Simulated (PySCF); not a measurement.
# CH₇FPSi+: electronic excitations

What electronic excitations should CH₇FPSi+ (`FC[SiH2][PH3+]`) show?

Computed with PySCF 2.14.0, with density-fitted response routines of our own, on a single molecule in the gas phase. Atoms are numbered from 0 throughout.

**1. The starting structure**

11 atoms, charge 1, multiplicity 1; geometry from: GFN2-xTB.

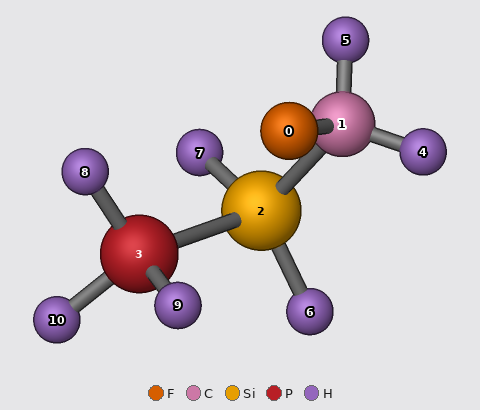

As it starts; fluorine orange, carbon pink, silicon amber, phosphorus red, hydrogen purple, atoms numbered.

**2. Ultraviolet spectrum: CAM-B3LYP/def2-SVPD**

What the job is given:

```
{"job": {"kind": "uv", "xc": "CAM-B3LYP", "basis": "def2-SVPD", "nstates": 8, "ntriplets": 3}, "charge": 1, "multiplicity": 1}
F     -0.565801    -1.279811     0.895246
C     -1.425296    -0.202051     0.699415
Si    -0.424385     1.059909    -0.370667
P      1.437936    -0.356930    -0.420652
H     -1.701459     0.160366     1.692705
H     -2.319891    -0.601401     0.214888
H      0.039258     2.251364     0.335595
H     -0.841155     1.165988    -1.766563
H      1.260186    -1.597741    -0.979879
H      2.001195    -0.683034     0.787626
H      2.544837     0.086011    -1.113676
```

Method: TDDFT CAM-B3LYP/def2-SVPD, vertical, gas phase, core orbitals frozen in the response.

Launch:

```console
OMP_NUM_THREADS=1 python probes_run.py task.json out
```

One launch serves the whole session: the jobs run in the order shown.

What will the session give for the following? lowest singlet (CAM-B3LYP/def2-SVPD); brightest single state of those computed; lowest triplet. Wanted: lowest singlet; brightest single state of those computed; lowest triplet.

**Answer**, as computed:

```
                                quantity                        value
    lowest singlet (CAM-B3LYP/def2-SVPD)  6.98 eV (178 nm), f = 0.004
brightest single state of those computed  state 6, 8.78 eV, f = 0.164
                          lowest triplet                      6.49 eV
```

What this shows: The first singlet state (HOMO→LUMO 0.93) lies at 6.98 eV and is weak; of the 8 states computed, the strongest absorption comes from state 6 at 8.78 eV (the last state computed is bright too, and its partners may lie past the list). The lowest triplet lies 0.49 eV below the lowest singlet (triplets in Tamm-Dancoff, singlets in full TDDFT).
